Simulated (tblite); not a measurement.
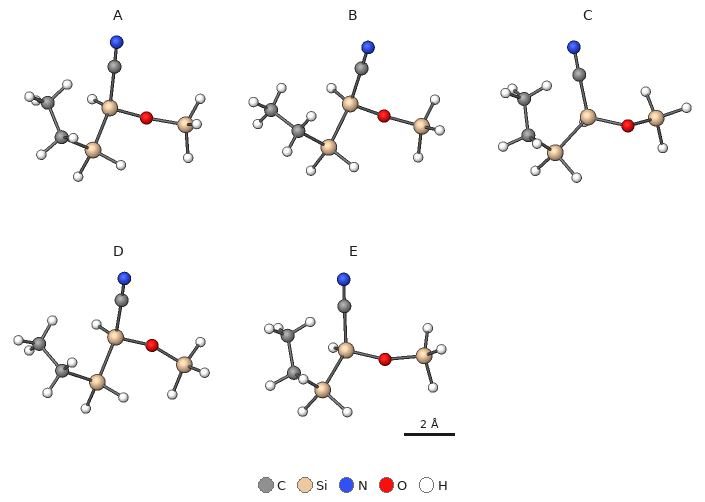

5 geometries from one relaxation of C3H11NOSi3, in shuffled order. The picture is a ball-and-stick view, seen at a tilt.

Theory: tblite, GFN2-xTB geometry optimisation, gas phase. 

Question: Order the frames from highest to lowest energy.

Answer: C, E, A, D, B. They are steps 0, 45, 113, 143, 227, at +25.2 kcal/mol, +2.19 kcal/mol, +1.82 kcal/mol, +0.56 kcal/mol relative to the last. After 227 geometry steps the energy has fallen by 25.2 kcal/mol. The largest moves after the best rigid fit, 1.73 Å, are those of N and H atoms. By element the largest moves are H 1.73 Å, N 1.71 Å, O 1.30 Å, C 1.05 Å, Si 0.54 Å. Near-neighbour distances that change, for instance: Si–Si 2.864 → 3.221 Å, Si–Si 2.207 → 2.311 Å, O–Si 1.714 → 1.622 Å, C–Si 1.787 → 1.879 Å. Bond angles that change, for instance: Si–O–Si 113.3° → 166.7°, Si–Si–H 107.7° → 122.0°, Si–Si–H 107.2° → 114.2°. Groups turn about Si–Si by about 50°, C–Si by about 45°.
